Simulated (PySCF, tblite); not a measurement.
# C₂H₅NO₅Si: geometry, infrared bands and NMR shifts

Aim: predict the infrared bands and NMR shifts of C₂H₅NO₅Si (`O=CN[Si](O)(O)OC=O`).

Computed with tblite 0.8.0 and PySCF 2.14.0, with density-fitted response routines of our own, on a single molecule in the gas phase. Atoms count from 0, in the outputs and in this text.

### Step 1. The molecule as given

14 atoms, charge 0, multiplicity 1; geometry from: force field or distance geometry start.

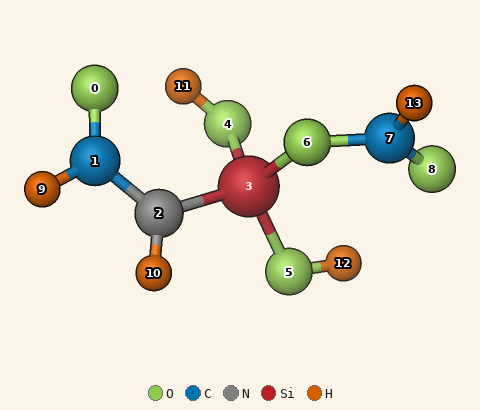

As it starts; oxygen green, carbon blue, nitrogen grey, silicon red, hydrogen orange, atoms numbered; sticks join atoms by distance.

### Step 2. Relaxing the molecule with GFN2-xTB

What the job is given:

```
{"job": {"kind": "relax", "xc": "GFN2-xTB", "basis": "xTB"}, "charge": 0, "multiplicity": 1}
O     -2.373500     0.985500     1.037700
C     -2.372700     0.647300    -0.145500
N     -1.268400     0.275700    -0.859800
Si     0.302200     0.251600    -0.207500
O      0.445000     1.536300     0.805900
O      1.314100     0.383000    -1.484600
O      0.518800    -1.168800     0.594000
C      1.741600    -1.692700     0.840100
O      2.820300    -1.273100     0.456600
H     -3.294900     0.606000    -0.735400
H     -1.339500     0.055000    -1.845800
H     -0.368600     1.708400     1.312200
H      2.251100     0.300700    -1.222700
H      1.623800    -2.615300     1.432600
```

Launch:

```bash
$ OMP_NUM_THREADS=1 python probes_run.py task.json out
```

This one command runs all jobs of the session in turn.

What it wrote:

```text
step      E/eV     max force
  0    -870.09208    2.412
  1    -870.21162    2.562
  2    -870.27071    0.670
  3    -870.28740    0.505
  4    -870.30093    0.395
  5    -870.31231    0.536
  6    -870.31896    0.268
  7    -870.32473    0.180
  8    -870.32985    0.200
  9    -870.33248    0.150
 10    -870.33533    0.144
 11    -870.33754    0.155
 12    -870.33939    0.120
 13    -870.34084    0.097
 14    -870.34241    0.137
 15    -870.34411    0.149
 16    -870.34571    0.126
 17    -870.34707    0.101
 18    -870.34829    0.110
 19    -870.34932    0.080
 20    -870.35003    0.072
 21    -870.35046    0.046
 22    -870.35089    0.059
 23    -870.35163    0.108
 24    -870.35277    0.140
 25    -870.35405    0.127
 26    -870.35494    0.072
 27    -870.35550    0.075
 28    -870.35593    0.086
 29    -870.35645    0.075
 30    -870.35710    0.075
 31    -870.35782    0.083
 32    -870.35863    0.083
 33    -870.35956    0.100
 34    -870.36051    0.097
 35    -870.36141    0.074
 36    -870.36239    0.095
 37    -870.36339    0.086
 38    -870.36453    0.097
 39    -870.36568    0.082
 40    -870.36690    0.087
 41    -870.36822    0.132
 42    -870.36986    0.141
 43    -870.37140    0.152
 44    -870.37268    0.163
 45    -870.37380    0.158
 46    -870.37521    0.097
 47    -870.37739    0.092
 48    -870.37927    0.112
 49    -870.38165    0.230
 50    -870.38439    0.195
 51    -870.38676    0.145
 52    -870.38842    0.238
 53    -870.38914    0.197
 54    -870.39020    0.112
 55    -870.39083    0.077
 56    -870.39139    0.088
 57    -870.39256    0.092
 58    -870.39335    0.082
 59    -870.39450    0.074
 60    -870.39508    0.060
 61    -870.39539    0.042
 62    -870.39551    0.027
 63    -870.39558    0.022
 64    -870.39564    0.024
 65    -870.39572    0.024
 66    -870.39590    0.031
 67    -870.39604    0.029
 68    -870.39617    0.031
 69    -870.39629    0.032
 70    -870.39641    0.029
 71    -870.39655    0.035
 72    -870.39672    0.043
 73    -870.39687    0.043
 74    -870.39700    0.036
 75    -870.39711    0.036
 76    -870.39719    0.027
 77    -870.39725    0.019
 78    -870.39729    0.020
 79    -870.39735    0.028
 80    -870.39742    0.039
 81    -870.39750    0.036
 82    -870.39759    0.024
 83    -870.39766    0.024
 84    -870.39774    0.025
 85    -870.39780    0.025
 86    -870.39785    0.023
 87    -870.39789    0.028
 88    -870.39794    0.026
 89    -870.39800    0.028
 90    -870.39805    0.023
 91    -870.39808    0.011
 92    -870.39809    0.009
```

Wall time 1 s (1 thread of Arm Neoverse N1, shared host); peak memory 0.18 GiB.

Step by step: (not every step is listed)

| step | energy from step 0 (eV) | largest force (eV/Å) |
| --- | --- | --- |
| 0 | 0.0000 | 2.4117 |
| 1 | -0.1195 | 2.5619 |
| 2 | -0.1786 | 0.6697 |
| 3 | -0.1953 | 0.5046 |
| 4 | -0.2088 | 0.3945 |
| 5 | -0.2202 | 0.5361 |
| 6 | -0.2269 | 0.2679 |
| 7 | -0.2327 | 0.1799 |
| 8 | -0.2378 | 0.2000 |
| 15 | -0.2520 | 0.1488 |
| 22 | -0.2588 | 0.0595 |
| 29 | -0.2644 | 0.0752 |
| 36 | -0.2703 | 0.0948 |
| 43 | -0.2793 | 0.1515 |
| 50 | -0.2923 | 0.1952 |
| 57 | -0.3005 | 0.0917 |
| 64 | -0.3036 | 0.0242 |
| 71 | -0.3045 | 0.0354 |
| 78 | -0.3052 | 0.0195 |
| 85 | -0.3057 | 0.0247 |
| 87 | -0.3058 | 0.0276 |
| 88 | -0.3059 | 0.0264 |
| 89 | -0.3059 | 0.0281 |
| 90 | -0.3060 | 0.0231 |
| 91 | -0.3060 | 0.0106 |
| 92 | -0.3060 | 0.0086 |

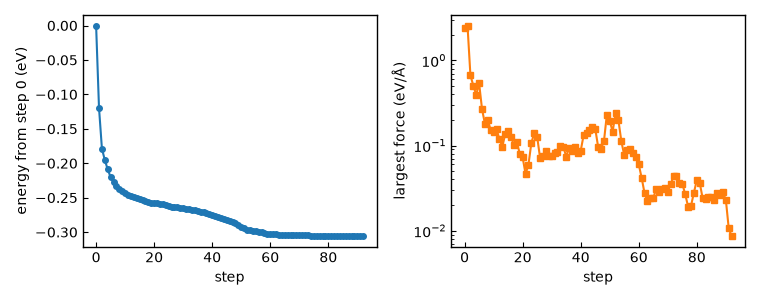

Energy and largest force along the relaxation.

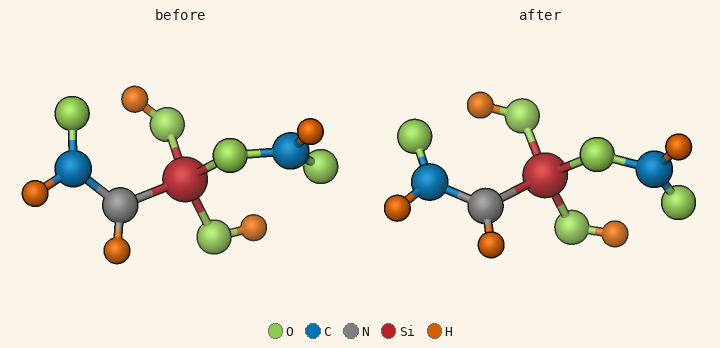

The geometry before (left) and after (right).

Distances of close pairs at the start and the end, largest changes first:

| bond | before (Å) | after (Å) | change (Å) |
| --- | --- | --- | --- |
| N2–Si3 | 1.701 | 1.757 | +0.056 |
| Si3–O4 | 1.643 | 1.597 | -0.046 |
| O6–C7 | 1.353 | 1.307 | -0.046 |
| Si3–O6 | 1.645 | 1.684 | +0.038 |
| Si3–O5 | 1.635 | 1.607 | -0.028 |
| O0–C1 | 1.231 | 1.209 | -0.022 |
| C7–O8 | 1.219 | 1.198 | -0.021 |
| C1–N2 | 1.367 | 1.346 | -0.020 |

The final coordinates are the input of the step that follows.

### Step 3. Vibrational analysis with GFN2-xTB

What the job is given:

```
{"job": {"kind": "ir", "xc": "GFN2-xTB", "basis": "xTB"}, "charge": 0, "multiplicity": 1}
O     -2.371088     1.634482     0.574572
C     -2.340388     0.806420    -0.305827
N     -1.248918     0.110738    -0.676839
Si     0.338176     0.362687     0.034125
O      0.235300     1.479486     1.170421
O      1.381408     0.669937    -1.149179
O      0.718654    -1.098755     0.778185
C      1.820886    -1.781402     0.612742
O      2.710880    -1.521735    -0.146550
H     -3.243418     0.551913    -0.886532
H     -1.370714    -0.532334    -1.442149
H     -0.657310     1.843422     1.310684
H      2.188125     0.139313    -1.169418
H      1.837729    -2.664645     1.273600
```

What it wrote:

```text
mode    cm-1     km/mol
  1      32.6      0.93
  2      37.9      3.64
  3     133.8      7.41
  4     169.7      3.68
  5     181.7     20.00
  6     193.0      7.98
  7     221.8     14.99
  8     225.6      0.93
  9     307.7     36.34
 10     310.0     47.30
 11     317.5     71.11
 12     469.8    153.68
 13     563.7    162.48
 14     581.3      1.34
 15     620.9     98.05
 16     681.5     63.28
 17     734.7    131.99
 18     776.3     59.59
 19     884.0    134.83
 20     905.0    398.19
 21     937.4      9.60
 22     945.9    502.03
 23     948.0      2.81
 24    1046.3    218.84
 25    1171.6     53.44
 26    1213.2    566.40
 27    1358.7    388.92
 28    1365.8      1.79
 29    1391.0     54.43
 30    1739.4    646.91
 31    1763.7    410.06
 32    2806.4    138.40
 33    2828.2     93.52
 34    3258.4    335.42
 35    3435.3    173.42
 36    3476.0     11.29
```

Run time: 0.78 s. Hardware: 1 thread of Arm Neoverse N1, shared host; peak memory 0.18 GiB.

The strongest bands and the atoms that carry them (share of the mass-weighted mode):

| cm⁻¹ | km/mol | atoms |
| --- | --- | --- |
| 905 | 398.2 | O5 33 %, H11 23 %, Si3 18 %, H12 17 % |
| 946 | 502.0 | H11 38 %, Si3 22 %, O4 21 %, O5 12 % |
| 1046 | 218.8 | Si3 47 %, O4 33 %, O5 16 % |
| 1213 | 566.4 | O6 48 %, C7 40 % |
| 1359 | 388.9 | N2 41 %, H10 26 %, C1 16 % |
| 1739 | 646.9 | C1 61 %, O0 33 % |
| 1764 | 410.1 | C7 58 %, O8 37 % |
| 3258 | 335.4 | H11 94 % |

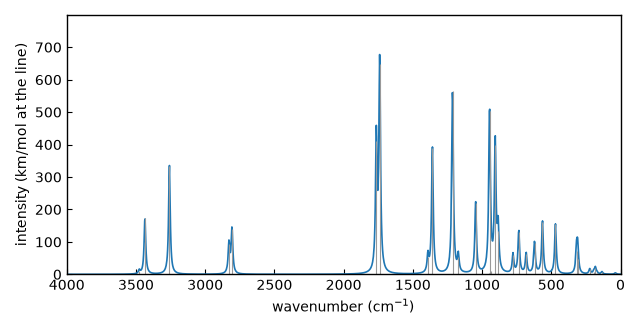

The infrared spectrum from these modes, unscaled. Lines are broadened to a width of 14 cm⁻¹ (Lorentzian).

### Step 4. NMR shieldings: PBE0/pcSseg-1

Same as in step 3 but for these lines:

```diff
@@ -1,2 +1,2 @@
-{"job": {"kind": "ir", "xc": "GFN2-xTB", "basis": "xTB"}, "charge": 0, "multiplicity": 1}
+{"job": {"kind": "nmr", "xc": "PBE0", "basis": "pcSseg-1"}, "charge": 0, "multiplicity": 1}
 O     -2.371088     1.634482     0.574572
```

Method: GIAO PBE0/pcSseg-1 NMR shielding, non-relativistic, gas phase.

What it wrote:

```text
coarse grid: 13392 points
cycle   1  E = -798.5881239178  dE =  1.925e+00  |g| = 1.454e+00  |ddm| = 3.547e+00
cycle   2  E = -797.7838287505  dE =  8.043e-01  |g| = 2.524e+00  |ddm| = 2.465e+00
cycle   3  E = -798.9272570757  dE = -1.143e+00  |g| = 4.454e-01  |ddm| = 1.863e+00
cycle   4  E = -798.9636096254  dE = -3.635e-02  |g| = 1.045e-01  |ddm| = 3.171e-01
cycle   5  E = -798.9653916803  dE = -1.782e-03  |g| = 2.352e-02  |ddm| = 6.320e-02
cycle   6  E = -798.9654913078  dE = -9.963e-05  |g| = 1.007e-02  |ddm| = 1.905e-02
cycle   7  E = -798.9655073475  dE = -1.604e-05  |g| = 4.063e-03  |ddm| = 7.258e-03
cycle   8  E = -798.9655104074  dE = -3.060e-06  |g| = 7.295e-04  |ddm| = 2.920e-03
final grid: 128240 points
cycle   9  E = -799.0654995681  dE = -4.544e-06  |g| = 1.663e-02  |ddm| = 1.936e-02
cycle  10  E = -799.0653860355  dE =  1.135e-04  |g| = 2.987e-02  |ddm| = 2.538e-02
cycle  11  E = -799.0655457293  dE = -1.597e-04  |g| = 3.332e-03  |ddm| = 1.795e-02
cycle  12  E = -799.0655477085  dE = -1.979e-06  |g| = 2.588e-04  |ddm| = 2.021e-03
cycle  13  E = -799.0655477186  dE = -1.015e-08  |g| = 1.219e-04  |ddm| = 2.292e-04
cycle  14  E = -799.0655477212  dE = -2.621e-09  |g| = 4.679e-05  |ddm| = 9.692e-05
cycle  15  E = -799.0655477216  dE = -3.283e-10  |g| = 1.974e-05  |ddm| = 3.481e-05
converged SCF energy = -799.0655477216

GIAO shielding tensors (ppm)
atom      isotropic    diamagn.    paramagn.     s11        s22        s33       span
  0 O      -77.109     402.111    -479.220   -351.373   -200.185    320.230    671.603
  1 C       18.001     242.509    -224.508    -74.848     30.901     97.949    172.797
  2 N      126.938     332.710    -205.772      8.392    166.842    205.580    197.188
  3 Si     418.078     884.861    -466.782    365.391    419.859    468.985    103.594
  4 O      259.756     392.066    -132.311    219.954    251.582    307.732     87.778
  5 O      262.556     392.172    -129.616    222.606    256.566    308.496     85.890
  6 O      102.040     403.644    -301.604    -54.938    169.052    192.008    246.946
  7 C       20.133     244.103    -223.969    -79.414     60.444     79.371    158.786
  8 O      -98.467     402.506    -500.973   -358.080   -207.956    270.635    628.715
  9 H       23.359      25.441      -2.082     19.351     23.198     27.527      8.176
 10 H       27.073      34.852      -7.779     23.586     26.959     30.674      7.088
 11 H       25.138      32.334      -7.195     13.902     20.989     40.523     26.621
 12 H       26.626      32.898      -6.272     16.436     22.343     41.100     24.664
 13 H       23.590      25.668      -2.078     18.876     23.585     28.308      9.432
```

It took 52 s on 1 thread of Arm Neoverse N1, shared host; peak memory 0.82 GiB.

The references, computed at this level on geometries of the same kind, shield at (ppm): 1H TMS 31.72, 13C TMS 186.9, 29Si TMS 349.2, 15N NH3 267.7, 17O H2O 336.1. Their shielding less the atom's gives the shift. The references are single molecules in the gas phase, so shifts against H2O, NH3, PH3, H3PO4 or CFCl3 are not on the usual liquid scales and can be off by tens of ppm. Atoms listed in one row are averaged.

| atoms | environment | σ (ppm) | δ (ppm) | δ scaled to CDCl3 |
| --- | --- | --- | --- | --- |
| C1 | amide carbonyl carbon | 18.0 | 168.9 | 163.0 |
| C7 | carbonyl carbon | 20.1 | 166.8 | 160.9 |
| H9 | hydrogen on an amide carbonyl carbon | 23.36 | 8.36 | 7.99 |
| H13 | hydrogen on a carbonyl carbon | 23.59 | 8.13 | 7.77 |
| H11, H12 | hydrogen on an oxygen bonded to Si | 25.88 | 5.83 | – |
| H10 | hydrogen on an amide-type nitrogen | 27.07 | 4.64 | – |
| O8 | carbonyl oxygen | -98.5 | 434.5 | – |
| O0 | amide-type carbonyl oxygen | -77.1 | 413.2 | – |
| O6 | oxygen bonded to C, Si | 102.0 | 234.0 | – |
| O4, O5 | oxygen bonded to Si, H | 261.2 | 74.9 | – |
| N2 | amide-type nitrogen | 126.9 | 140.8 | – |
| Si3 | silicon bonded to N, 3 O | 418.1 | -68.9 | – |

The scaled column applies a straight-line fit of computed shieldings to shifts measured in CDCl3 (root-mean-square error 0.16 ppm for H, 1.9 ppm for C).

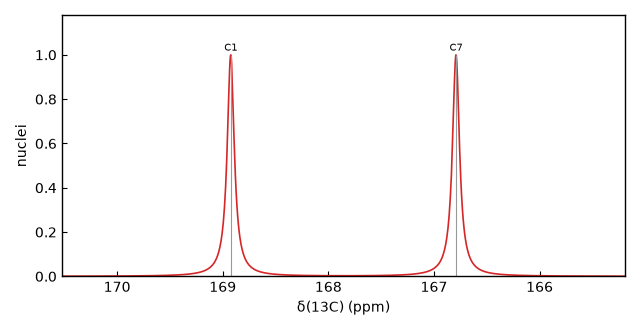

13C lines at the computed shifts, without couplings. Lines are broadened to a width of 0.08 ppm (Lorentzian).

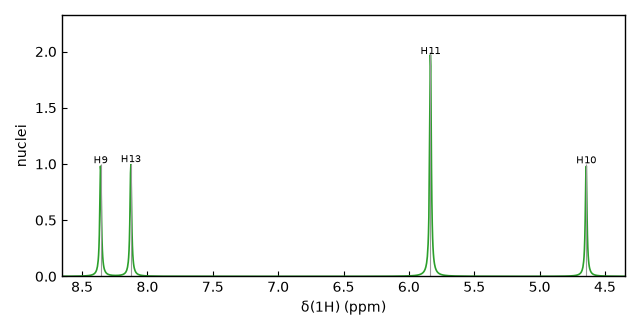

1H lines at the computed shifts, without couplings. Lines are broadened to a width of 0.01 ppm (Lorentzian).

The run also stored atomic charges by several schemes (e):

| atoms | Mulliken | IAO | Hirshfeld | ESP fit |
| --- | --- | --- | --- | --- |
| O0 | -0.47 | -0.47 | -0.24 | -0.60 |
| C1 | 0.42 | 0.33 | 0.15 | 0.65 |
| N2 | -0.61 | -0.63 | -0.20 | -0.92 |
| Si3 | 1.28 | 1.67 | 0.57 | 1.67 |
| O4, O5 | -0.53 | -0.79 | -0.31 | -0.86 |
| O6 | -0.55 | -0.57 | -0.19 | -0.67 |
| C7 | 0.46 | 0.42 | 0.19 | 0.69 |
| O8 | -0.43 | -0.45 | -0.23 | -0.58 |

ESP fit charges:

O0 -0.60; C1 0.65; N2 -0.92; Si3 1.67; O4 -0.84; O5 -0.88; O6 -0.67; C7 0.69; O8 -0.58; H9 0.03; H10 0.39; H11 0.51; H12 0.52; H13 0.04

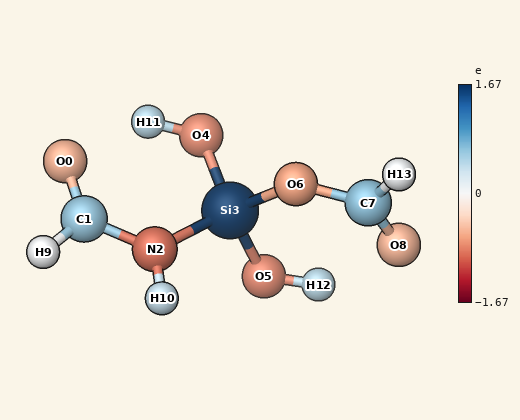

ESP fit charges, as colours on the atoms.

Mayer bond orders: O0–C1 1.84, C1–N2 1.20, N2–Si3 0.82, Si3–O4 1.19, Si3–O5 1.16, Si3–O6 0.80, O6–C7 1.13, C7–O8 1.92.

### Step 5. What came out

| quantity | value |
| --- | --- |
| strongest single infrared mode (GFN2-xTB) | 1739 cm⁻¹, 647 km/mol |
| zero-point energy (GFN2-xTB) | 54.4 kcal/mol |
| 13C shifts against TMS (PBE0/pcSseg-1) | 168.9, 166.8 ppm |
| 1H shifts against TMS (PBE0/pcSseg-1, means over atoms taken as alike) | 8.36, 8.13, 5.83, 4.64 ppm |
| 17O shifts against H2O (PBE0/pcSseg-1, means over atoms taken as alike) | 434.5, 413.2, 234.0, 74.9 ppm |
| 15N shifts against NH3 (PBE0/pcSseg-1) | 140.8 ppm |
| 29Si shifts against TMS (PBE0/pcSseg-1) | -68.9 ppm |

In words: The optimisation took 92 steps and gained 0.306 eV; among the close pairs (by a distance rule), N2–Si3 changed most, from 1.701 to 1.757 Å. All 36 modes are real, so the xTB geometry is a minimum. The strongest single mode, at 1739 cm⁻¹, moves mainly C1 and O0. GFN2-xTB is a fitted tight-binding method: band positions and strengths are rough. Its intensities can rank the bands wrongly. C1 (amide carbonyl carbon) lies farthest downfield among carbon, at 168.9 ppm; it is a carbonyl in resonance with an O or N lone pair, the region of acids, esters and amides. At PBE0/pcSseg-1: Shielding is most anisotropic at O0 (span 672 ppm, paramagnetic term -479 ppm).
